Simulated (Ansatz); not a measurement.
All values below come from PBE (plane waves to 420 eV, PAW; Ansatz, a program for electronic structure).

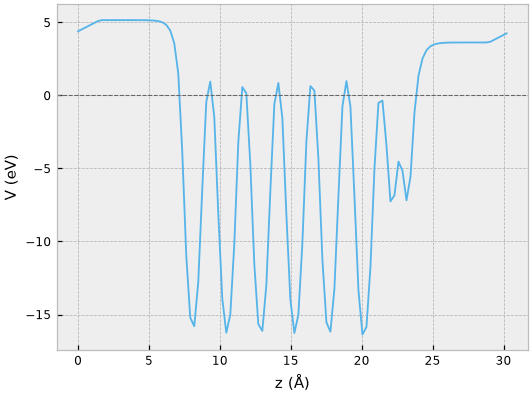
Figure. Planar average of the electrostatic potential across the slab, in eV from the Fermi level, for a constructed model of the (111) surface of fcc Au, a pseudomorphic layer of Sn in the other hollow (bottom of the slab: a bare face, its two planes held)

Model: 7-atom slab, 14.3 Å thick at the start, 15x15x1 mesh, Fermi-Dirac 0.1 eV, dipole correction, 2 atoms held, the rest relaxed; start symmetry kept, larger cells not searched; no spin, no spin-orbit, no U. In PBE it is, or lies within 0.01 eV a 1x1 cell of, the lowest of the 2 structures of its composition computed so far; larger cells were not tried.

Problem. The surface cell has an area of 7.48 Å². What dipole along the normal does the step between the two vacuum levels imply?

Solution. the top vacuum level lies 1.53 eV below the bottom one; p = −ε₀ A ΔV (ε₀ = 0.005526 e/(V·Å)) gives 0.06 e·Å a cell.
